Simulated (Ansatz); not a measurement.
```xyz
8

N    -0.4656    1.3836    0.1610
Al    0.0313   -0.3070   -0.0183
O     1.5985   -0.7972   -0.5095
O    -1.1404   -1.5043    0.3245
H     0.1160    2.1940   -0.0071
H    -1.3934    1.6662    0.4525
H     2.3476   -0.2410   -0.7280
H    -1.0020   -2.4514    0.2692
```

Method: RKS B3LYP-D4/def2-SVPD (Ansatz 0.2.0).

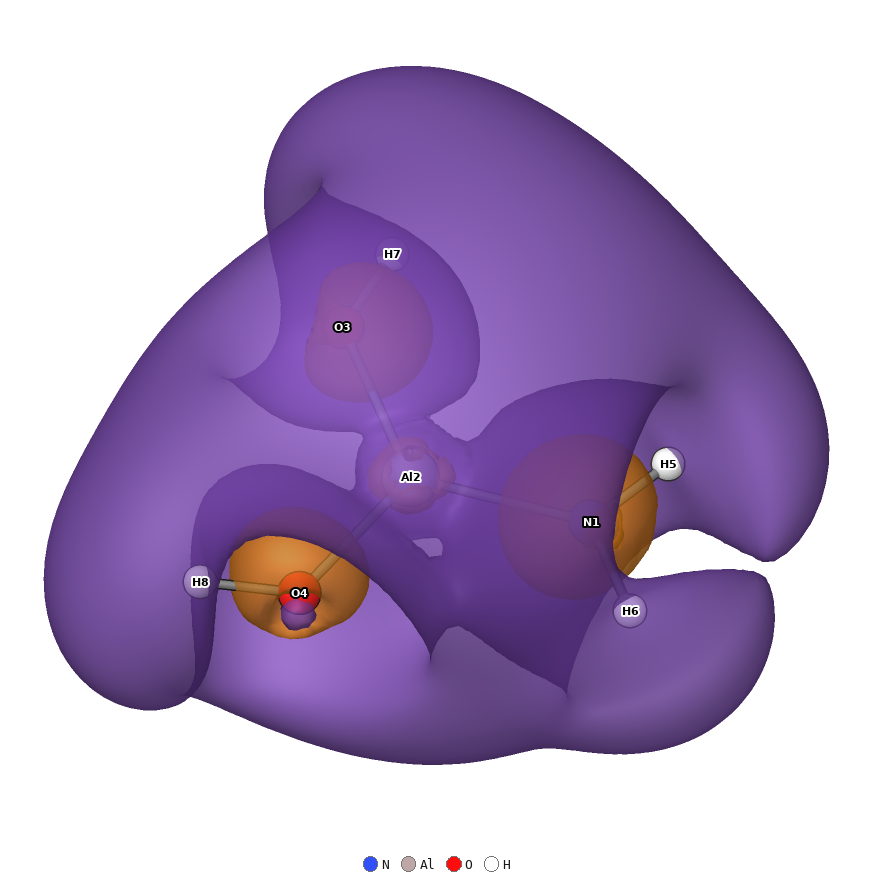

AlH$_{4}$NO$_{2}$ (SMILES [NH2][Al]([OH])[OH]). The LUMO at ±0.05 Å⁻³ᐟ² (orange and purple are the two phases), seen at a tilt.

Where does this orbital lie, and at what energy?

It lies mainly on Al2 (about 50 %), H7 (about 10 %), H5 (about 5 %), N1 (about 5 %), H8 (about 5 %) and O3 (about 5 %); it is symmetric in the molecular plane (an in-plane orbital: σ, lone-pair or in-plane π type). Its energy is −0.94 eV.
